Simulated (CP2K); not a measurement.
# GFN2-xTB run of Si2H5ClO2 (SMILES O[SiH2][SiH](O)Cl)

Aim: the vertical ionisation energy of Si2H5ClO2 at GFN2-xTB, from 2 runs. 

The calculation is run with CP2K 2026.2.

1 further run of the same task is left out (it didn't finish).

### 1 The molecule

Si2H5ClO2: 10 atoms, total charge 0, spin state singlet. SMILES: `O[SiH2][SiH](O)Cl`. The shape is that of a GFN2-xTB optimisation. This is one conformer, not always the lowest.

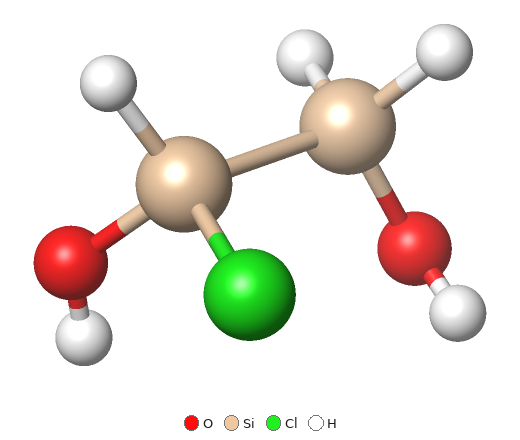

Viewed from a chosen angle; oxygen red, silicon light orange, chlorine green, hydrogen white.

### 2 Energy and forces at GFN2-xTB

Input file run.inp:

```
&FORCE_EVAL
    METHOD QS
    &DFT
        &QS
            METHOD XTB
            EPS_DEFAULT 1.0E-10
            &XTB
                GFN_TYPE TBLITE
                &TBLITE
                    METHOD GFN2
                &END TBLITE
                CHECK_ATOMIC_CHARGES F
            &END XTB
        &END QS
        &POISSON
            PERIODIC NONE
            POISSON_SOLVER ANALYTIC
        &END POISSON
        &SCF
            SCF_GUESS ATOMIC
            EPS_SCF 1.0E-06
            MAX_SCF 150
            ADDED_MOS 2
            &DIAGONALIZATION
                ALGORITHM STANDARD
            &END DIAGONALIZATION
            &MIXING
                METHOD DIRECT_P_MIXING
                ALPHA 0.4
            &END MIXING
        &END SCF
        &PRINT
            &MOMENTS
                PERIODIC F
                REFERENCE COM
                MAX_MOMENT 1
            &END MOMENTS
            &MO ON
                ENERGIES T
                OCCUPATION_NUMBERS T
                NDIGITS 6
                &EACH
                    QS_SCF 0
                &END EACH
                ADD_LAST NUMERIC
            &END MO
            &HIRSHFELD OFF
            &END HIRSHFELD
        &END PRINT
    &END DFT
    &SUBSYS
        &CELL
            ABC 14 14.8 13.7
            PERIODIC NONE
        &END CELL
        &COORD
            UNIT bohr
            O     -2.8045803    -2.3974199    -1.4349635
            Si    -0.8709559    -2.0193424     0.9321830
            Si     1.4188631     1.6722375     0.6306583
            O      3.1178213     1.8797484    -1.9233444
            Cl    -0.9249265     4.7573855     0.7144110
            H     -4.1686980    -1.2719747    -1.7781189
            H      0.6722890    -4.2863146     0.6404471
            H     -2.2958094    -2.1287765     3.3106868
            H      3.3865782     2.1222569     2.4989171
            H      2.4693996     1.6721998    -3.5908765
        &END COORD
        &TOPOLOGY
            &CENTER_COORDINATES
            &END CENTER_COORDINATES
        &END TOPOLOGY
    &END SUBSYS
    &PRINT
        &FORCES ON
        &END FORCES
    &END PRINT
&END FORCE_EVAL

&GLOBAL
    PROJECT_NAME run
    RUN_TYPE ENERGY_FORCE
    PRINT_LEVEL MEDIUM
&END GLOBAL
```

On the command line:

```console
$ OMP_NUM_THREADS=1 cp2k.psmp run.inp > run.out
```

What it wrote, shortened:

```text
CP2K| version string:                                       CP2K version 2026.2
[...]
 GLOBAL| Method name                                                        CP2K
[...]
 GLOBAL| Run type                                                   ENERGY_FORCE
[...]
                             - Atoms:                                         10
[...]
                             - Spherical basis functions:                     40
[...]
 Number of electrons:                                                         32
[...]
  *** SCF run converged in    22 steps ***
[...]
  Fermi energy:                                                -0.23873101203055
[...]
 TB_DIPOLE| Moment [Debye]         -0.30394735      -1.89739836      -0.42399211
 TB_DIPOLE| Derivative [a.u.]       0.00000000       0.00000000       0.00000000
[...]
 ENERGY| Total FORCE_EVAL ( QS ) energy [hartree]            -18.828232026857364
 FORCES| Atomic forces [hartree/bohr]
 FORCES|   Atom     x               y               z               |f|
 FORCES|      1 -3.69930670E-05 -5.73828390E-05  7.81234275E-05   1.03752336E-04
 FORCES|      2  1.47482379E-05 -1.04104356E-04  2.68503367E-05   1.08518054E-04
 FORCES|      3 -3.08048103E-05  4.65892721E-05 -1.25825779E-04   1.37664895E-04
 FORCES|      4  1.34158736E-04 -2.03984127E-04  6.69667597E-04   7.12785228E-04
 FORCES|      5 -6.22345645E-05 -2.37843085E-05 -1.96929486E-04   2.07894340E-04
 FORCES|      6 -1.38197514E-04  1.91300916E-04  8.77722057E-05   2.51790694E-04
 FORCES|      7 -1.89366021E-05  4.25611369E-05 -1.69462468E-04   1.75748609E-04
 FORCES|      8  1.83889973E-04 -8.46590579E-05 -4.01430691E-05   2.06383489E-04
 FORCES|      9  1.78314765E-06  1.59761144E-04  1.26141238E-04   2.03564276E-04
 FORCES|     10 -4.74135366E-05  3.37022193E-05 -4.56194003E-04   4.59887868E-04
 FORCES| Sum    -1.90684057E-17  1.74827600E-17 -7.29668062E-17
 FORCES| Total atomic force                                       7.74170899E-17
[...]
```

Wall time 0.92 s (1 thread of Intel Xeon Platinum 8488C (Sapphire Rapids), shared host); peak memory 0.19 GiB.

### 3 The doublet cation

Input file gas.inp:

```
&GLOBAL
   PROJECT gas
   RUN_TYPE ENERGY_FORCE
   PRINT_LEVEL MEDIUM
&END GLOBAL

&FORCE_EVAL
   METHOD QS
   &DFT
      CHARGE 1
      MULTIPLICITY 2
      SPIN_POLARIZED T
      &QS
         METHOD XTB
         EPS_DEFAULT 1.0E-10
         &XTB
            GFN_TYPE TBLITE
            &TBLITE
               METHOD GFN2
            &END TBLITE
            CHECK_ATOMIC_CHARGES F
         &END XTB
      &END QS
      &POISSON
         PERIODIC NONE
         POISSON_SOLVER ANALYTIC
      &END POISSON
      &SCF
         SCF_GUESS ATOMIC
         EPS_SCF 1.0E-06
         MAX_SCF 150
         ADDED_MOS 4
         &DIAGONALIZATION
            ALGORITHM STANDARD
         &END DIAGONALIZATION
         &MIXING
            METHOD DIRECT_P_MIXING
            ALPHA 0.4
         &END MIXING
      &END SCF
      &PRINT
         &MOMENTS
            PERIODIC F
            REFERENCE COM
            MAX_MOMENT 1
         &END MOMENTS
         &MO ON
            ENERGIES T
            OCCUPATION_NUMBERS T
            NDIGITS 6
            &EACH
               QS_SCF 0
            &END EACH
            ADD_LAST NUMERIC
         &END MO
         &HIRSHFELD OFF
         &END HIRSHFELD
      &END PRINT
   &END DFT
   &SUBSYS
      &CELL
         ABC [angstrom] 14 14.8 13.7
         PERIODIC NONE
      &END CELL
      &COORD
         UNIT bohr
         O     -2.8045803    -2.3974199    -1.4349635
         Si    -0.8709559    -2.0193424     0.9321830
         Si     1.4188631     1.6722375     0.6306583
         O      3.1178213     1.8797484    -1.9233444
         Cl    -0.9249265     4.7573855     0.7144110
         H     -4.1686980    -1.2719747    -1.7781189
         H      0.6722890    -4.2863146     0.6404471
         H     -2.2958094    -2.1287765     3.3106868
         H      3.3865782     2.1222569     2.4989171
         H      2.4693996     1.6721998    -3.5908765
      &END COORD
      &TOPOLOGY
         &CENTER_COORDINATES
         &END CENTER_COORDINATES
      &END TOPOLOGY
   &END SUBSYS
   &PRINT
      &FORCES ON
      &END FORCES
   &END PRINT
&END FORCE_EVAL
```

On the command line:

```console
$ OMP_NUM_THREADS=1 cp2k.psmp -i gas.inp -o gas.out
```

What it wrote, shortened:

```text
CP2K| version string:                                       CP2K version 2026.2
[...]
 GLOBAL| Method name                                                        CP2K
[...]
 GLOBAL| Run type                                                   ENERGY_FORCE
[...]
                             - Atoms:                                         10
[...]
                             - Spherical basis functions:                     40
[...]
 Number of electrons:                                                         16
[...]
  *** SCF run converged in    26 steps ***
[...]
  Fermi energy:                                                -0.56651775930486
[...]
 TB_DIPOLE| Moment [Debye]          0.00706508      -3.56913665       0.66808538
 TB_DIPOLE| Derivative [a.u.]       0.00000000       0.00000000       0.00000000
[...]
 ENERGY| Total FORCE_EVAL ( QS ) energy [hartree]            -18.361374055972135
 FORCES| Atomic forces [hartree/bohr]
 FORCES|   Atom     x               y               z               |f|
 FORCES|      1  1.89886465E-02  1.20100686E-02  1.73794783E-02   2.84052232E-02
 FORCES|      2 -3.11788446E-02 -4.10625707E-02 -7.58284275E-03   5.21129021E-02
 FORCES|      3  2.30397649E-02  5.07972131E-02 -1.47508881E-02   5.76955485E-02
 FORCES|      4 -1.71025856E-02 -1.19136002E-02  1.86088909E-02   2.79414231E-02
 FORCES|      5  1.55986288E-03 -1.47780990E-02  1.37205531E-04   1.48608279E-02
 FORCES|      6 -7.22239999E-03 -1.36220030E-03 -5.04209471E-03   8.91298885E-03
 FORCES|      7  6.10556470E-03  4.41144415E-03 -3.13922164E-03   8.16048236E-03
 FORCES|      8  2.61543288E-03  8.87802688E-03  3.87244720E-04   9.26335841E-03
 FORCES|      9 -1.00590013E-03 -8.86283654E-03  2.18853337E-03   9.18430100E-03
 FORCES|     10  4.20045849E-03  1.88255403E-03 -8.18630560E-03   9.39166974E-03
 FORCES| Sum     3.20923843E-17 -1.18828558E-16 -3.81639165E-17
 FORCES| Total atomic force                                       1.28866721E-16
[...]
```

It took 0.96 s on 1 thread of Intel Xeon Platinum 8488C (Sapphire Rapids), shared host; peak memory 0.19 GiB.

### 4 What came out

At GFN2-xTB:

| quantity | value |
| --- | --- |
| singlet Si2H5ClO2: total energy | -18.82823 Eh |
| singlet Si2H5ClO2: dipole moment (from atomic charges alone) | 1.97 D |
| singlet Si2H5ClO2: HOMO energy | -10.11 eV |
| singlet Si2H5ClO2: LUMO energy | -5.62 eV |
| singlet Si2H5ClO2: HOMO–LUMO gap | 4.49 eV |
| singlet Si2H5ClO2: largest force on an atom | 0.037 eV/Å |
| doublet cation: total energy | -18.36137 Eh |
| doublet cation: HOMO energy (highest over α and β) | -15.52 eV |
| doublet cation: LUMO energy (lowest over α and β) | -15.31 eV |
| doublet cation: largest force on an atom | 2.967 eV/Å |
| vertical ionisation energy (to the doublet cation) | 12.704 eV |

**Reading.** The vertical ionisation energy comes to 12.70 eV (1226 kJ/mol). xTB total energies overstate such differences by several eV unless an empirical shift is taken off; none is applied here. The dipole (singlet Si2H5ClO2) comes from point charges on the atoms alone, without atomic dipoles, so it is partial.
